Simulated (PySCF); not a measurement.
C$_{5}$H$_{13}$FOSi$_{2}$

```tsv
atom	x (Å)	y (Å)	z (Å)
C	-2.7409	1.3135	-0.0318
C	-1.2805	0.9527	0.0074
O	-0.4451	1.6879	-0.4926
C	-0.9001	-0.3390	0.5993
Si	-1.2900	-1.6954	-0.7217
C	0.5771	-0.3501	0.9652
Si	1.6422	0.7001	-0.2277
C	3.3658	-0.1432	0.0242
F	3.2974	-1.4760	-0.3589
H	-2.8591	2.3827	0.1290
H	-3.1266	1.0863	-1.0252
H	-3.3158	0.7592	0.7034
H	-1.5356	-0.5592	1.4618
H	-2.7396	-1.6845	-0.9543
H	-0.8944	-2.9683	-0.1241
H	-0.5771	-1.4142	-1.9603
H	0.9543	-1.3719	0.9991
H	0.6920	0.0530	1.9751
H	1.9055	2.0715	0.2090
H	1.4011	0.4569	-1.6499
H	3.7104	-0.1499	1.0607
H	4.1487	0.3064	-0.5883
```

Geometry: GFN2-xTB.

The calculation used PBE0/pcSseg-1, SCF density, gas phase, non-relativistic in PySCF.

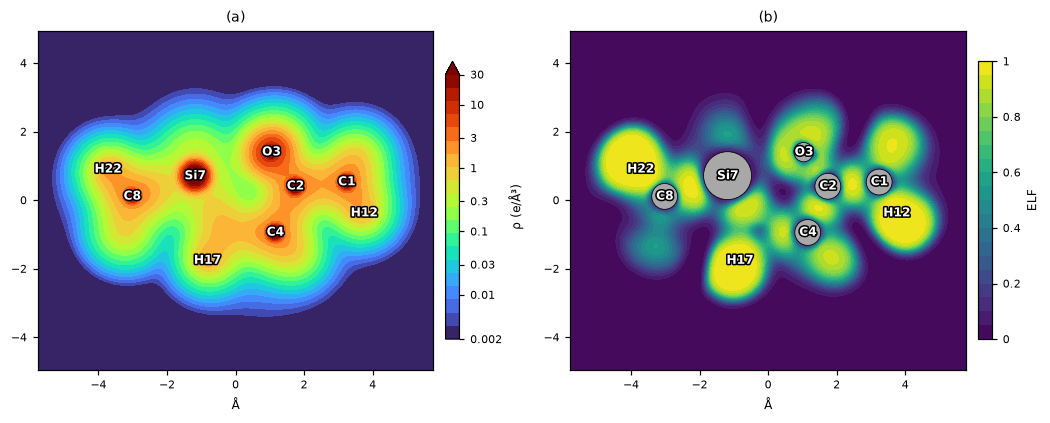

Figure 1. (a) total electron density; (b) ELF on the plane of atoms O3, C2 and C4. Grey discs cover the atomic cores in the ELF map.

What do the fields say about this system?

Answer.
- The plane passes through C, O, Si and H nuclei.
- C–O (1.22 Å): ρ at the midpoint is about 3.2 e/Å³; the ELF peaks at about 0.85 between the atoms; a short, multiple covalent bond.
- C–C (1.47 Å): ρ is about 1.8 e/Å³ halfway; the ELF peaks at about 0.95 between the atoms (localised, covalent bonding).
- C–Si (1.94 Å): ρ is about 0.91 e/Å³ halfway; the ELF peaks at about 1 between the atoms: a shared electron pair.
- C–H (1.09 Å): ρ at the midpoint is about 2 e/Å³; the ELF climbs to about 1 towards the hydrogen, as it does in any bond to H (a covalent bond by its length).
- C–C (1.50 Å): the density is about 1.7 e/Å³ at the midpoint; the ELF peaks at about 0.95 between the atoms; a covalent bond.
- The ELF also peaks beside O3, away from the bonds: lone-pair regions.

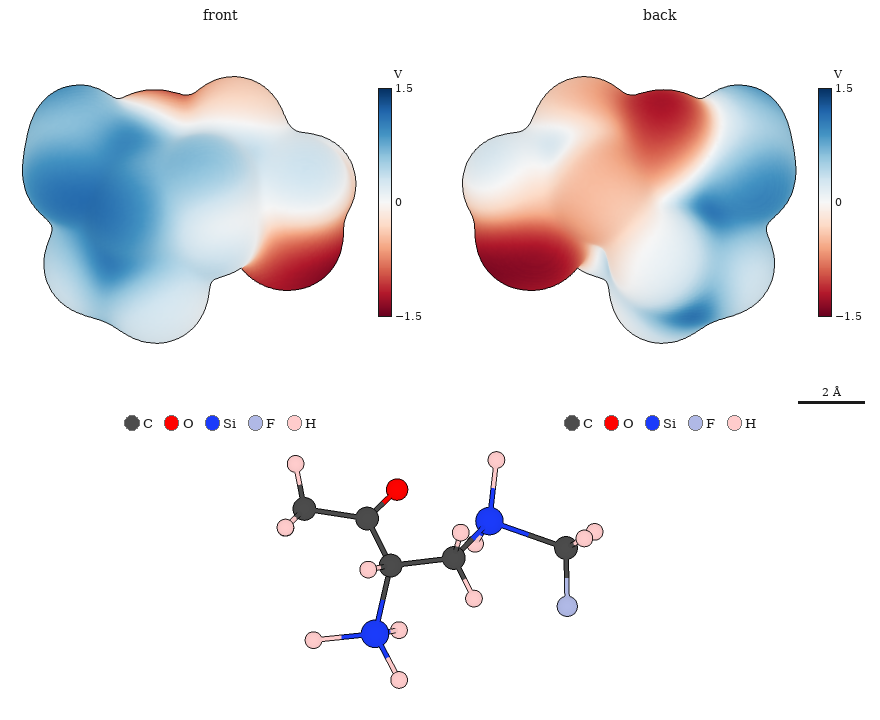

Figure 2. The electrostatic potential painted on the density surface at 0.001 e/bohr³, seen from the front and from behind; red is negative and blue positive. The bare structure is drawn below in the same view.

Where is the surface potential most negative and most positive?

Answer. The most negative region (about −1.4 V) lies over F9, the most positive (about +1.1 V) over H12 and H13.
